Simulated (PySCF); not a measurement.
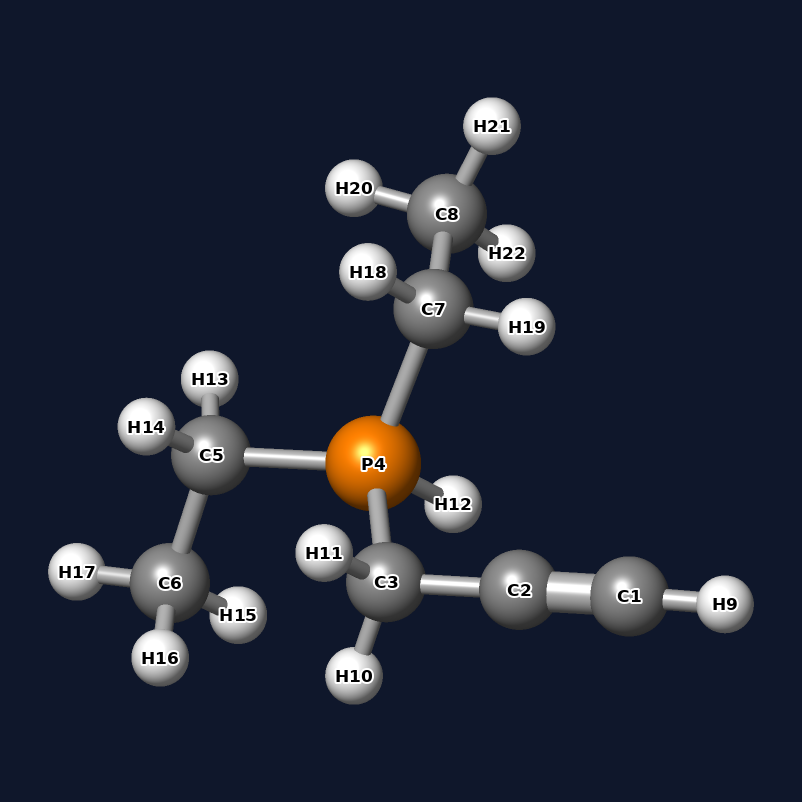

The thickness of each stick grows with its Mayer bond order. Charge +1, singlet. The computed structure is the end point of a GFN2-xTB optimisation. No frequency run is at hand to confirm it as a minimum. Computed with PBE0/pcSseg-1 (PySCF 2.14.0).

List the Mayer bond orders of C1–C2, C2–C3, C3–P4, P4–C5, P4–C7, C5–C6, C7–C8 (bonds between heavy atoms, one of each equivalent set).

| bond | Mayer order | length (Å) |
| --- | --- | --- |
| C1–C2 | 2.51 | 1.197 |
| C2–C3 | 1.07 | 1.452 |
| C3–P4 | 0.99 | 1.821 |
| P4–C5 | 1.00 | 1.818 |
| P4–C7 | 1.01 | 1.816 |
| C5–C6 | 1.03 | 1.528 |
| C7–C8 | 1.03 | 1.528 |

The geometry is semi-empirical. Around P such bond lengths and angles can be off by a tenth of an ångström or more and by several degrees, and values that hang on the shape move with them.
